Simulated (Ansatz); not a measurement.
# CAlP: the cost of one run

Program: Ansatz 0.2.0, Gaussian basis. Level of theory: cc-pVTZ, core rule «outside noble gas», up to 11 orbitals frozen. These are calculated values, not measurements.

The runs, in order: UHF; CCSD(T) on ROHF; CCSD(T) on UHF; BCCD(T) on ROHF; CCSDT(Q) on ROHF; CCSDT(Q) on UHF; CASSCF and NEVPT2, 12 electrons in 12 orbitals.

6 further runs of the same task are left out: 2 for a known fault of the program, 4 set aside as unsound or not needed.

**1. The system**

The geometry is a PBE0/def2-TZVP stationary point (not a proven minimum) of the parent state, kept for this charge and spin.

3 atoms, charge 0, spin multiplicity 5.

Atoms are counted from 1 here; the program's logs count them from 0.

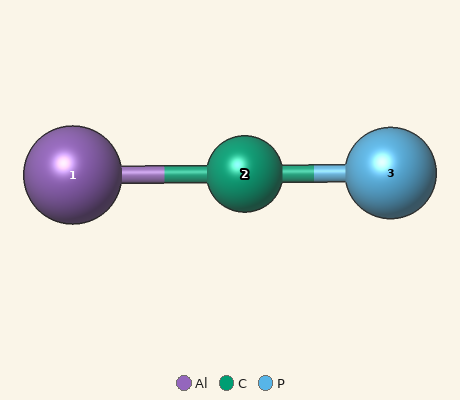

The structure; aluminium purple, carbon teal, phosphorus blue; atoms are numbered from 1 in the order of the file.

**2. UHF**

File in.yaml:

```yaml
crystal:
  periodic: [false, false, false]
  atoms:
    - {symbol: Al, position_ang: [0.000000, 0.000000, 1.754767]}
    - {symbol: C, position_ang: [0.000000, 0.000000, -0.092933]}
    - {symbol: P, position_ang: [0.000000, 0.000000, -1.661833]}
basis:
  gaussian: {orbitals: cc-pVTZ}
magnetization: {spin_polarized: true, initial_magnetization: 4}
hamiltonian: {xc: hf}
output: {orbitals: {seedname: orbitals}}
```

Command:

```
$ ansatz run in.yaml --threads 1 --pin off --events-out ev --progress --plain --max-ram 2816MiB --backend cpu
```

What time and memory should one allow on 1 thread of AMD EPYC 7R13, shared host?

About 9 s, with a peak of 0.29 GiB.
